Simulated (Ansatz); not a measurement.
**CH4Cl2Ge: shape, modes and thermochemistry**

What shape does CH4Cl2Ge take? The plan is to relax it, then compute its harmonic vibrations to see whether it is a minimum and to get the zero-point energy and entropy, and look at its orbitals and charge.

Computed with Ansatz 0.2.0, Gaussian basis. Level: RKS PBE0-D4/def2-TZVP.

Levels to be run: relaxation at PBE-D4/def2-SVP; relaxation at PBE0-D4/def2-TZVP; harmonic vibrations at the same level; a single point in def2-TZVPP for the fields.

## (1) Where the work starts

8 atoms, charge 0, spin multiplicity 1.

Atoms are counted from 1 here; the program's logs count them from 0.

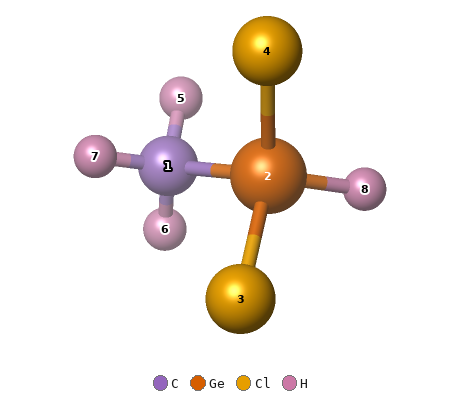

As it starts; carbon purple, germanium orange, chlorine amber, hydrogen pink; atoms are numbered from 1 in the order of the file.

The start is a force-field geometry with small random shifts, so a cheaper pass at PBE-D4/def2-SVP comes first.

## (2) Optimising with PBE-D4/def2-SVP (cheap first pass)

Input file in.yaml:

```yaml
crystal:
  periodic: [false, false, false]
  atoms:
    - {symbol: C, position_ang: [-0.158900, 1.003600, -0.112900]}
    - {symbol: Ge, position_ang: [0.056100, -0.854700, 0.185800]}
    - {symbol: Cl, position_ang: [2.073800, -1.197300, 0.787500]}
    - {symbol: Cl, position_ang: [-0.267300, -1.932300, -1.643400]}
    - {symbol: H, position_ang: [-1.253700, 1.219900, -0.457900]}
    - {symbol: H, position_ang: [-0.001600, 1.624200, 0.809200]}
    - {symbol: H, position_ang: [0.509900, 1.394700, -0.918000]}
    - {symbol: H, position_ang: [-0.866300, -1.315300, 1.293900]}
basis:
  gaussian: {orbitals: def2-SVP}
hamiltonian: {xc: pbe, dispersion: d4}
relax: {f_tol: 0.03, max_steps: 200}
```

Command:

```console
$ ansatz run in.yaml --threads 4 --pin off --events-out ev --progress --plain --max-ram 10444MiB
```

Standard output, cut to the lines that bear on the results:

```text
Functional definition: PBE
  name "PBE"
  cite "Perdew, Burke & Ernzerhof, Phys. Rev. Lett. 77, 3865 (1996) doi:10.1103/PhysRevLett.77.3865"
  parent pbe
[...]
1131 factors; their error is unknown
[...]
mean field -82631.98041027 eV, -3036.6692701096 hartree, gradient 5.5e-5 eV, S^2 0.000000; 0 other end points of the search recorded, 0 dependent functions left out
[...]
reference -82631.98044204 eV, -3036.6692712768 hartree; 38, 38 occupied and 64, 64 virtual orbitals, 1131 factors
relax step   1: F+E_penalty+E_count = -82632.18358458 eV  Δ(F+E_penalty+E_count) = +0.000e0 eV  max|allowed force component| = 1.882e0 eV/Å  Δτ_max = 0.0000 Å  (26 SCF iters, accepted)
[...]
relax step   3: F+E_penalty+E_count = -82632.33391375 eV  Δ(F+E_penalty+E_count) = -1.516e-2 eV  max|allowed force component| = 1.283e-1 eV/Å  Δτ_max = 0.0252 Å  (28 SCF iters, accepted)
[...]
relax step   4: F+E_penalty+E_count = -82632.33576275 eV  Δ(F+E_penalty+E_count) = -1.849e-3 eV  max|allowed force component| = 8.411e-3 eV/Å  Δτ_max = 0.0209 Å  (27 SCF iters, accepted)
1131 factors; their error is unknown
mean field -82632.13547411 eV, -3036.6749686003 hartree, gradient 1.4e-5 eV, S^2 0.000000; 1 other end points of the search recorded, 0 dependent functions left out
[...]
reference -82632.13550606 eV, -3036.6749697745 hartree; 38, 38 occupied and 64, 64 virtual orbitals, 1131 factors
Total energy: -82632.33579470 eV, -3036.6823302463 hartree
Atom 0 at    -0.188616     1.066512    -0.136520 Å, force    -0.006167    -0.000271     0.006174 eV/Å
Atom 1 at     0.043018    -0.834056     0.214023 Å, force     0.002572    -0.004533    -0.001618 eV/Å
Atom 2 at     2.105455    -1.183447     0.816606 Å, force     0.001506    -0.001692     0.001544 eV/Å
Atom 3 at    -0.305470    -1.926604    -1.636421 Å, force    -0.000942    -0.003673     0.000799 eV/Å
Atom 4 at    -1.225837     1.254601    -0.474946 Å, force    -0.003254     0.008411     0.000902 eV/Å
Atom 5 at     0.013836     1.640233     0.788460 Å, force    -0.002997     0.006434     0.001080 eV/Å
Atom 6 at     0.518884     1.380056    -0.926583 Å, force     0.007011    -0.001855    -0.006197 eV/Å
Atom 7 at    -0.869272    -1.454495     1.299582 Å, force     0.002271    -0.002822    -0.002685 eV/Å
Dipole moment:    -0.298741     0.430992     0.162977 e Å
```

Run time: 1.8 s. Hardware: 4 threads of AMD EPYC 9R45, shared host.

Along the way:

| step | energy from step 1 (eV) | largest force component (eV/Å) |
| --- | --- | --- |
| 1 | 0.0000 | 1.8821 |
| 2 | -0.1352 | 0.7506 |
| 3 | -0.1503 | 0.1283 |
| 4 | -0.1522 | 0.0084 |

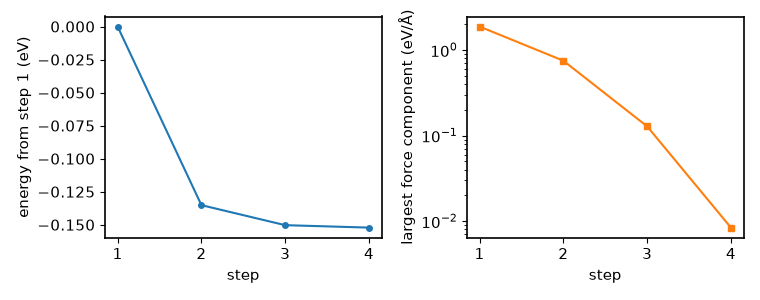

Energy and force, step by step.

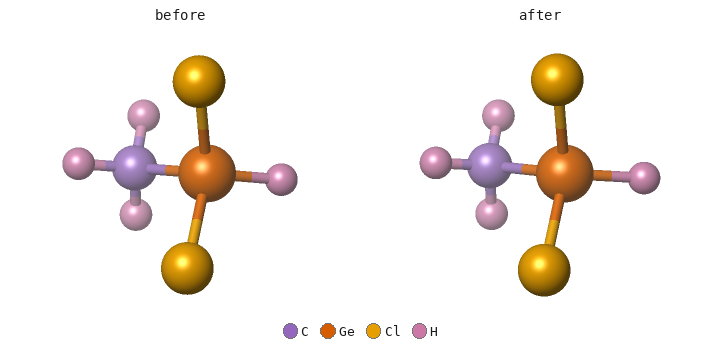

The geometry before (left) and after (right).

Close pairs (by a distance rule), those that changed most:

| bond | before (Å) | after (Å) | change (Å) |
| --- | --- | --- | --- |
| C1–H5 | 1.168 | 1.107 | -0.061 |
| C1–Ge2 | 1.894 | 1.946 | +0.052 |
| Ge2–Cl3 | 2.133 | 2.177 | +0.044 |
| Ge2–H8 | 1.514 | 1.548 | +0.034 |
| Ge2–Cl4 | 2.148 | 2.177 | +0.029 |
| C1–H6 | 1.123 | 1.107 | -0.015 |
| C1–H7 | 1.117 | 1.106 | -0.011 |

## (3) Optimising with PBE0-D4/def2-TZVP

Input file in.yaml:

```yaml
crystal:
  periodic: [false, false, false]
  atoms:
    - {symbol: C, position_ang: [-0.188616, 1.066512, -0.136520]}
    - {symbol: Ge, position_ang: [0.043018, -0.834056, 0.214023]}
    - {symbol: Cl, position_ang: [2.105455, -1.183447, 0.816606]}
    - {symbol: Cl, position_ang: [-0.305470, -1.926604, -1.636421]}
    - {symbol: H, position_ang: [-1.225837, 1.254601, -0.474946]}
    - {symbol: H, position_ang: [0.013836, 1.640233, 0.788460]}
    - {symbol: H, position_ang: [0.518884, 1.380056, -0.926583]}
    - {symbol: H, position_ang: [-0.869272, -1.454495, 1.299582]}
basis:
  gaussian: {orbitals: def2-TZVP}
hamiltonian: {xc: pbe0, dispersion: d4}
relax: {f_tol: 0.005, max_steps: 150}
```

Same command.

Standard output, cut to the lines that bear on the results:

```text
Functional definition: PBE0
  name "PBE0"
  cite "Adamo & Barone, J. Chem. Phys. 110, 6158 (1999) doi:10.1063/1.478522"
  cite "Perdew, Burke & Ernzerhof, Phys. Rev. Lett. 77, 3865 (1996) doi:10.1103/PhysRevLett.77.3865"
  parent pbe
[...]
1293 factors; their error is unknown
[...]
mean field -82653.05348923 eV, -3037.4436914775 hartree, gradient 5.1e-5 eV, S^2 0.000000; 0 other end points of the search recorded, 0 dependent functions left out
[...]
reference -82653.05351939 eV, -3037.4436925858 hartree; 38, 38 occupied and 139, 139 virtual orbitals, 1293 factors
relax step   1: F+E_penalty+E_count = -82653.22511903 eV  Δ(F+E_penalty+E_count) = +0.000e0 eV  max|allowed force component| = 5.049e-1 eV/Å  Δτ_max = 0.0000 Å  (28 SCF iters, accepted)
[...]
reference -82653.08434986 eV, -3037.4448255846 hartree; 38, 38 occupied and 139, 139 virtual orbitals, 1293 factors
Total energy: -82653.25755590 eV, -3037.4511907893 hartree
Atom 0 at    -0.188021     1.060847    -0.135453 Å, force     0.000373    -0.004335     0.000467 eV/Å
Atom 1 at     0.041680    -0.824428     0.211908 Å, force     0.000356     0.004043    -0.001962 eV/Å
Atom 2 at     2.077168    -1.177836     0.802928 Å, force     0.001174    -0.000936     0.000831 eV/Å
Atom 3 at    -0.295536    -1.911201    -1.610916 Å, force    -0.000328    -0.001644    -0.000747 eV/Å
Atom 4 at    -1.208923     1.249773    -0.469003 Å, force    -0.001834     0.000939    -0.000422 eV/Å
Atom 5 at     0.011654     1.627801     0.774414 Å, force     0.000316     0.001530     0.001675 eV/Å
Atom 6 at     0.510227     1.366923    -0.913991 Å, force     0.000056    -0.000185     0.000170 eV/Å
Atom 7 at    -0.856252    -1.449078     1.284313 Å, force    -0.000114     0.000588    -0.000012 eV/Å
Dipole moment:    -0.314951     0.437539     0.176682 e Å
```

Run time: 5.5 s. Hardware: 4 threads of AMD EPYC 9R45, shared host.

Relaxation path:

| step | energy from step 1 (eV) | largest force component (eV/Å) |
| --- | --- | --- |
| 1 | 0.0000 | 0.5049 |
| 2 | -0.0308 | 0.1411 |
| 3 | -0.0324 | 0.0157 |
| 4 | -0.0324 | 0.0043 |

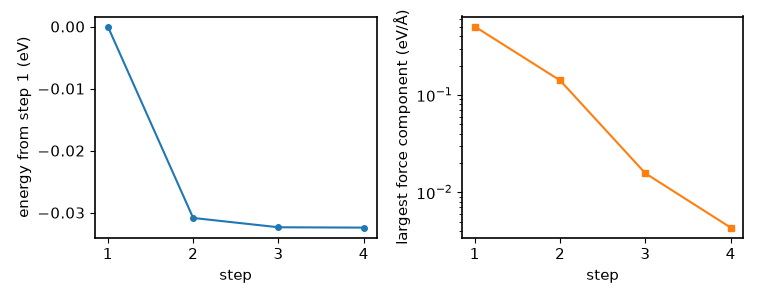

Energy and force, step by step.

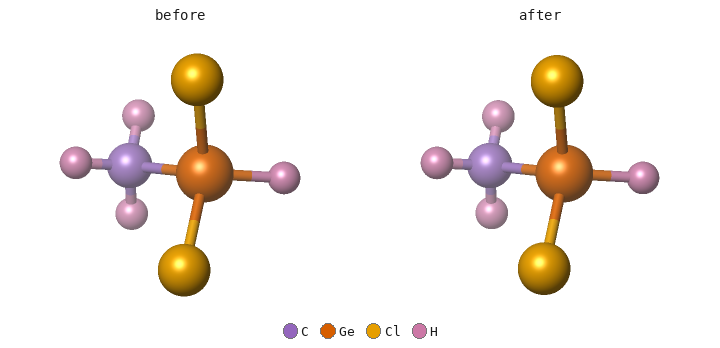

Before and after, at one scale.

Distances of close pairs at the start and the end, largest changes first:

| bond | before (Å) | after (Å) | change (Å) |
| --- | --- | --- | --- |
| Ge2–Cl4 | 2.177 | 2.149 | -0.028 |
| Ge2–Cl3 | 2.177 | 2.149 | -0.028 |
| C1–H6 | 1.107 | 1.090 | -0.017 |
| C1–H5 | 1.107 | 1.090 | -0.017 |
| C1–H7 | 1.106 | 1.090 | -0.016 |
| Ge2–H8 | 1.548 | 1.532 | -0.016 |
| C1–Ge2 | 1.946 | 1.931 | -0.016 |

Mulliken charges of the relaxed molecule (report file):

| atom | value (e) |
| --- | --- |
| C1 | -0.46 |
| Ge2 | 0.55 |
| Cl3 | -0.31 |
| Cl4 | -0.31 |
| H5 | 0.16 |
| H6 | 0.16 |
| H7 | 0.16 |
| H8 | 0.04 |

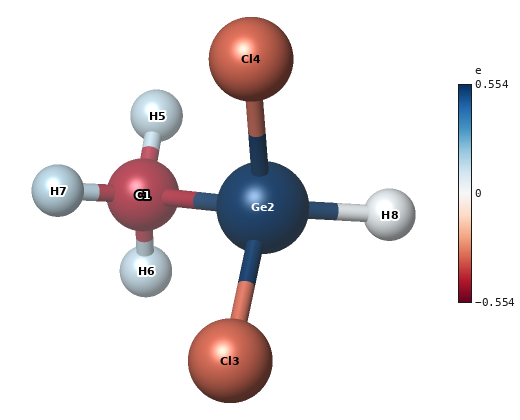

Mulliken charges of the relaxed molecule (report file), as colours on the atoms.

## (4) Harmonic vibrations

Input file in.yaml:

```yaml
crystal:
  periodic: [false, false, false]
  atoms:
    - {symbol: C, position_ang: [-0.188021, 1.060847, -0.135453]}
    - {symbol: Ge, position_ang: [0.041680, -0.824428, 0.211908]}
    - {symbol: Cl, position_ang: [2.077168, -1.177836, 0.802928]}
    - {symbol: Cl, position_ang: [-0.295536, -1.911201, -1.610916]}
    - {symbol: H, position_ang: [-1.208923, 1.249773, -0.469003]}
    - {symbol: H, position_ang: [0.011654, 1.627801, 0.774414]}
    - {symbol: H, position_ang: [0.510227, 1.366923, -0.913991]}
    - {symbol: H, position_ang: [-0.856252, -1.449078, 1.284313]}
basis:
  gaussian: {orbitals: def2-TZVP}
hamiltonian: {xc: pbe0, dispersion: d4}
phonons: {temperatures: {t_min: 298.15, t_max: 900, t_step: 200}}
```

Launched as before.

Standard output, cut to the lines that bear on the results:

```text
Functional definition: PBE0
  name "PBE0"
  cite "Adamo & Barone, J. Chem. Phys. 110, 6158 (1999) doi:10.1063/1.478522"
  cite "Perdew, Burke & Ernzerhof, Phys. Rev. Lett. 77, 3865 (1996) doi:10.1103/PhysRevLett.77.3865"
  parent pbe
[...]
1293 factors; their error is unknown
[...]
mean field -82653.08431958 eV, -3037.4448244719 hartree, gradient 4.9e-5 eV, S^2 0.000000; 0 other end points of the search recorded, 0 dependent functions left out
[...]
reference -82653.08434954 eV, -3037.4448255728 hartree; 38, 38 occupied and 139, 139 virtual orbitals, 1293 factors
[...]
1293 factors; their error is unknown
mean field -82653.08414897 eV, -3037.4448182020 hartree, gradient 1.5e-6 eV, S^2 0.000000; 0 other end points of the search recorded, 0 dependent functions left out
[...]
reference -82653.08417893 eV, -3037.4448193029 hartree; 38, 38 occupied and 139, 139 virtual orbitals, 1293 factors
[...]
Atom 0 at    -0.188021     1.060847    -0.135453 Å, force     0.000385    -0.004322     0.000451 eV/Å
Atom 1 at     0.041680    -0.824428     0.211908 Å, force     0.000345     0.004033    -0.001958 eV/Å
Atom 2 at     2.077168    -1.177836     0.802928 Å, force     0.001181    -0.000938     0.000831 eV/Å
Atom 3 at    -0.295536    -1.911201    -1.610916 Å, force    -0.000326    -0.001640    -0.000743 eV/Å
Atom 4 at    -1.208923     1.249773    -0.469003 Å, force    -0.001833     0.000937    -0.000422 eV/Å
Atom 5 at     0.011654     1.627801     0.774414 Å, force     0.000316     0.001529     0.001677 eV/Å
Atom 6 at     0.510227     1.366923    -0.913991 Å, force     0.000043    -0.000190     0.000180 eV/Å
Atom 7 at    -0.856252    -1.449078     1.284313 Å, force    -0.000111     0.000591    -0.000017 eV/Å
Dipole moment:    -0.314951     0.437540     0.176682 e Å
Vibrations: 127.09 144.01 159.55 181.84 417.35 430.58 625.48 658.54 704.05 822.97 856.75 1266.63 1444.12 1447.61 2182.57 3069.58 3167.07 3173.67 cm⁻¹, zero-point energy 1.294363 eV
```

Wall time 40 s (4 threads of AMD EPYC 9R45, shared host).

Motions are named by where the mode's potential energy lies. Wavenumbers, unscaled:

| mode | cm⁻¹ | motion |
| --- | --- | --- |
| 1 | 127 | torsion |
| 2 | 144 | bend |
| 3 | 160 | bend |
| 4 | 182 | bend with torsion |
| 5 | 417 | Ge–Cl stretch |
| 6 | 431 | Ge–Cl stretch |
| 7 | 625 | Ge–C stretch |
| 8 | 659 | bend |
| 9 | 704 | bend with wag or twist |
| 10 | 823 | bend with wag or twist |
| 11 | 857 | bend |
| 12 | 1267 | bend |
| 13 | 1444 | bend |
| 14 | 1448 | bend |
| 15 | 2183 | Ge–H stretch |
| 16 | 3070 | C–H stretch |
| 17 | 3167 | C–H stretch |
| 18 | 3174 | C–H stretch |

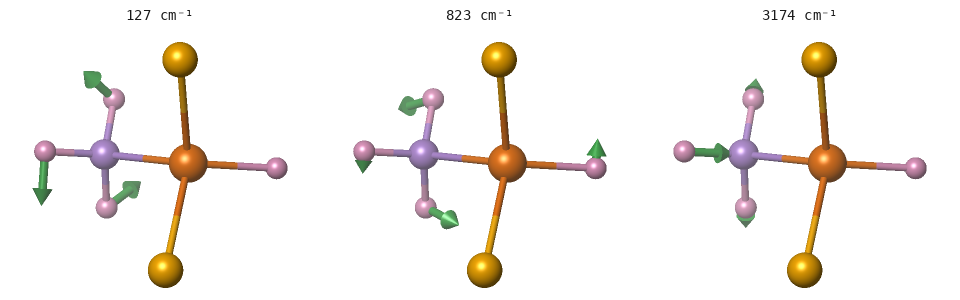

How the atoms move in 3 of the modes.

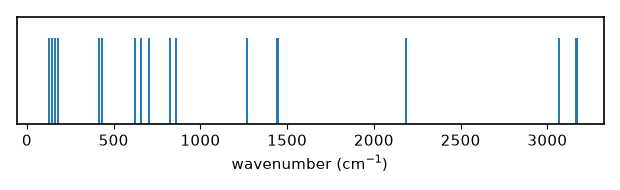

The harmonic wavenumbers as sticks (no intensities were computed).

Ideal gas, rigid rotor and harmonic oscillator at 298.15 K and 1 bar, with symmetry number 1:

| term | value |
| --- | --- |
| zero-point energy | 124.9 kJ/mol |
| H(298) − E | 144.5 kJ/mol |
| entropy, translation | 172.1 J/(mol K) |
| entropy, rotation | 116.0 J/(mol K) |
| entropy, vibration | 57.9 J/(mol K) |
| entropy, total | 346.1 J/(mol K) |

## (5) Fields at the relaxed geometry

Changes to in.yaml since step 4:

```diff
@@ -12,4 +12,4 @@
 basis:
-  gaussian: {orbitals: def2-TZVP}
+  gaussian: {orbitals: def2-TZVPP}
 hamiltonian: {xc: pbe0, dispersion: d4}
-phonons: {temperatures: {t_min: 298.15, t_max: 900, t_step: 200}}
+output: {orbitals: {seedname: orbitals}}
```

Launched as before.

Standard output:

```text
Functional definition: PBE0
  name "PBE0"
  cite "Adamo & Barone, J. Chem. Phys. 110, 6158 (1999) doi:10.1063/1.478522"
  cite "Perdew, Burke & Ernzerhof, Phys. Rev. Lett. 77, 3865 (1996) doi:10.1103/PhysRevLett.77.3865"
  parent pbe
  parameter a = 0.25
  parameter kappa = 0.804
  parameter beta = 0.06672455060314922
  exchange = (1 - a)*pbe_x(kappa = kappa, mu = beta*pi^2/3) + a*exact_x
  correlation = pbe_c(beta = beta)
1467 factors; their error is unknown
mean field evaluation 1: about -82647.4011 eV, gradient 5.1e1 eV
mean field evaluation 2: about -82644.9968 eV, gradient 5.9e1 eV
mean field evaluation 4: about -82652.7810 eV, gradient 1.9e0 eV
mean field evaluation 8: about -82652.7937 eV, gradient 1.5e-1 eV
mean field evaluation 16: about -82653.1219 eV, gradient 1.8e-4 eV
mean field -82653.12187490 eV, -3037.4462046044 hartree, gradient 1.9e-5 eV, S^2 0.000000; 0 other end points of the search recorded, 0 dependent functions left out
reference -82653.12190524 eV, -3037.4462057194 hartree; 38, 38 occupied and 181, 181 virtual orbitals, 1467 factors
Total energy: -82653.29511129 eV, -3037.4525709242 hartree
```

Wall time 1.1 s (4 threads of AMD EPYC 9R45, shared host); peak memory 0.71 GiB.

The fields below are evaluated on a grid from the run's orbitals.

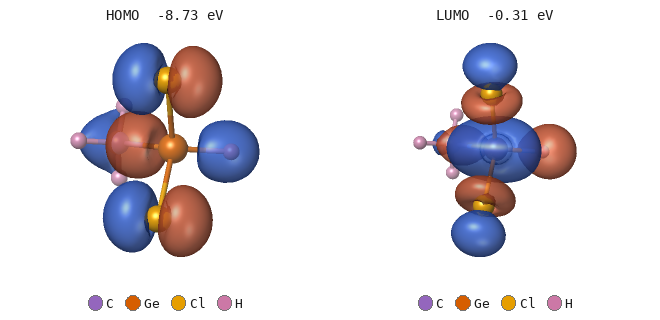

Frontier orbitals at PBE0-D4/def2-TZVPP; each surface holds 70 % of the orbital's density, blue and red mark the sign.

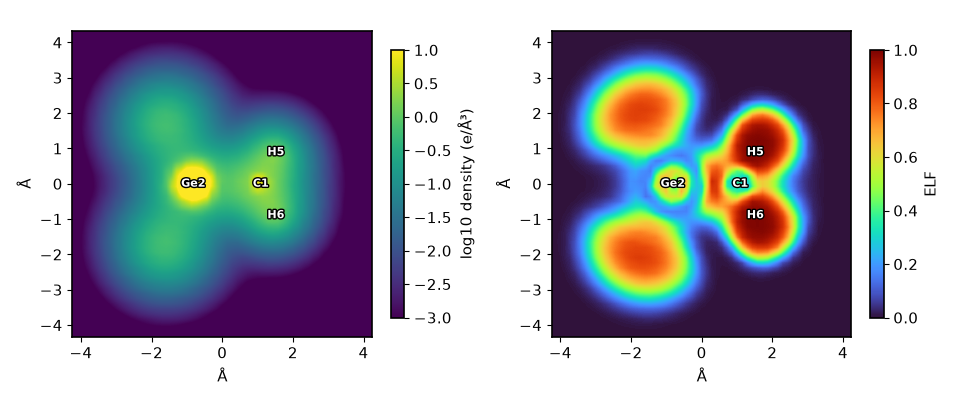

Density (left) and ELF (right) in a plane through or near 4 of the atoms.

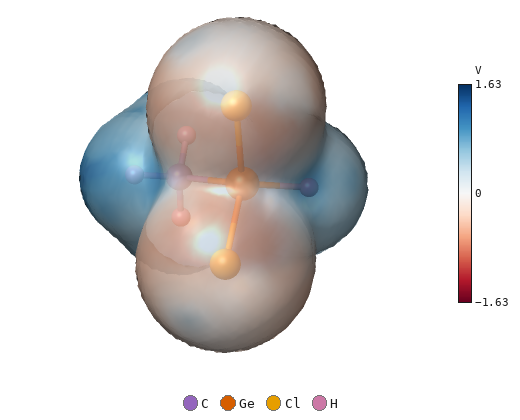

The potential that a unit positive charge feels on the 0.002 e/bohr³ surface, from -0.60 V near Cl3 to 1.63 V near H8.

## (6) What came out

```
                  quantity            value
               point group               Cs
                     steps            4 + 4
shift from the start (rms)          0.064 Å
              total energy   -82653.2576 eV
           dispersion term         -173 meV
             dipole moment           2.72 D
lowest, highest wavenumber   127, 3174 cm⁻¹
         zero-point energy     124.9 kJ/mol
       entropy at 298.15 K  346.1 J/(mol K)
                HOMO, LUMO  -8.73, -0.31 eV
```

**Reading.** The atoms moved 0.06 Å (rms) from the start; the bond that changed most is C1–H5, from 1.168 to 1.090 Å. All wavenumbers are real, so the end point is a minimum. The stiffest mode, 3174 cm⁻¹, is a C–H stretch, and 4 modes under 200 cm⁻¹ make the vibrational entropy uncertain. Harmonic hybrid wavenumbers usually lie a few per cent above measured fundamentals. The largest Mulliken charge, +0.55 e, sits on Ge2. The HOMO lies mostly on Cl3, Cl4 about 31 % each; H8 13 % and the LUMO on Ge2 33 %; Cl3, Cl4 about 21 % each.
